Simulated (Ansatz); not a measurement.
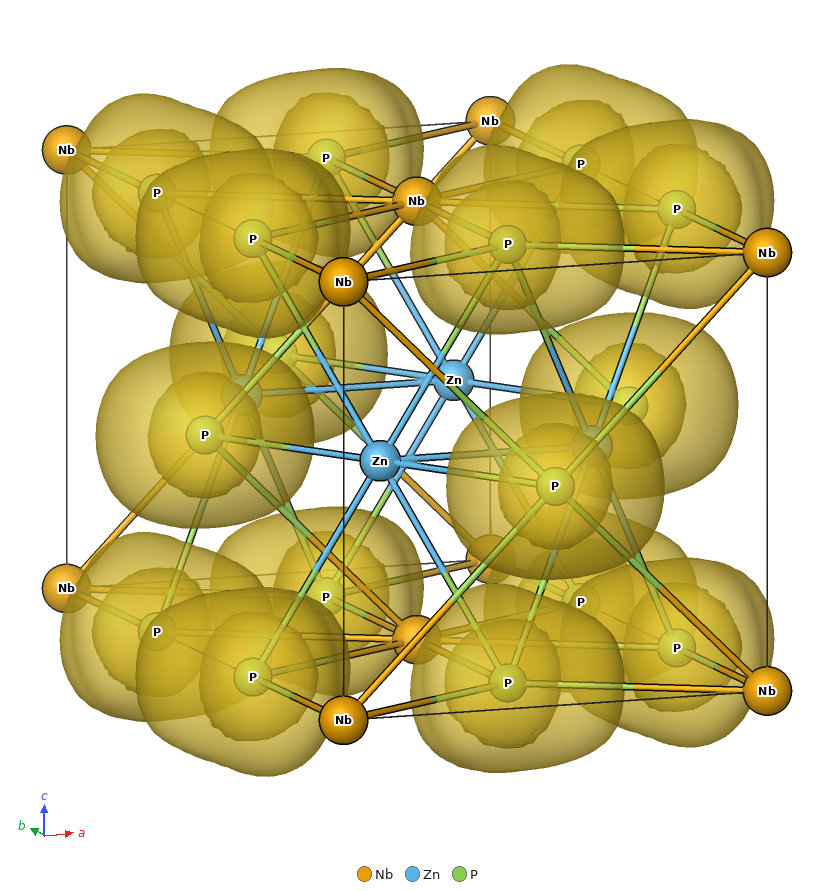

Figure 1: NbZn₂P₃. Isosurface of the electron localisation function at 0.65 (yellow), seen slightly off an axis. Only the valence region is drawn (cores and ρ < 0.01 e/Å³ removed). Sticks mark near contacts.

Space group Cmmm; a structure from a database of computed crystals, not necessarily the ambient phase; started from the LaAl2Cu3-65 prototype, which need not be the ambient phase.

The calculation used DFT, PBEsol, plane waves, PAW (Ansatz).

In a PAW calculation such maps are meaningful between the atoms, not at the nuclei.

Input

```
crystal:
  lattice:
    - [2.91369403, -4.8932816, 0.0]
    - [2.91369403, 4.8932816, 0.0]
    - [0.0, 0.0, 4.52108836]
  atoms:
    - { symbol: Nb, position: [0.0, 0.0, 0.0] }
    - { symbol: Zn, position: [0.5, 0.0, 0.5] }
    - { symbol: Zn, position: [0.0, 0.5, 0.5] }
    - { symbol: P, position: [0.6610917, 0.3389083, 0.0] }
    - { symbol: P, position: [0.3389083, 0.6610917, 0.0] }
    - { symbol: P, position: [0.5, 0.5, 0.5] }
kpoints:
  mp_grid: { grid: [4, 4, 6] }
hamiltonian:
  xc: pbesol
scf:
  occupations: { method: fermi_dirac, width: 0.03 }
relax:
  f_tol: 0.01
  cell: {}
  max_steps: 120
output:
  write_density: true
  write_potential: true
  elf: true
  volumetric_format: npy
```

Launched as:

```sh
ansatz run input.yaml --threads 2 --pin off --max-ram 2211MiB --backend cpu --events-out ev --progress --plain --runs-dir out
```

Below, planes, directions and counts refer to the conventional cell (a = 4.76 Å, b = 8.17 Å, c = 4.68 Å, α = 90.00°, β = 90.00°, γ = 90.00°).

The fields are those of the relaxed geometry.

Question: What do the ELF domains correspond to?

Answer: At this value the surface marks out six regions wrapped around P (the valence shell of each), counted in one cell of 12 atoms. Regions shared between cells count once.

Values along the shortest contacts:
Zn–P (2.36 Å): the ELF peaks at about 0.80 in the valence shell of P, 0.8 Å from its nucleus, and is about 0.45 at the midpoint. Zn–Zn (2.38 Å): the ELF is about 0.30 at the midpoint; no localised pair shows between them.
